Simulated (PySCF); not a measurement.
SMILES O[Si](O)(F)[SiH3], singlet, PBE0/def2-SVP optimised geometry. Atoms within 1.6 Å of the plane z = 0.6 Å (x, y, z in Å): Si5 (-0.51, -0.36, 0.00), H8 (0.99, -0.36, 0.00), H9 (-0.99, 1.05, 0.00), H10 (-0.99, -1.05, 1.23).

Calculation: PySCF with PBE0/def2-TZVP.

Map of the deformation density (molecule minus spherical neutral atoms) (e/bohr³) on the plane z = 0.6 Å:

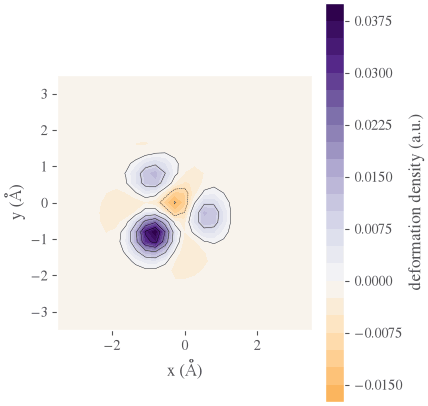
*Deformation density (molecule minus spherical neutral atoms) (e/bohr³) on the plane z = 0.6 Å.*
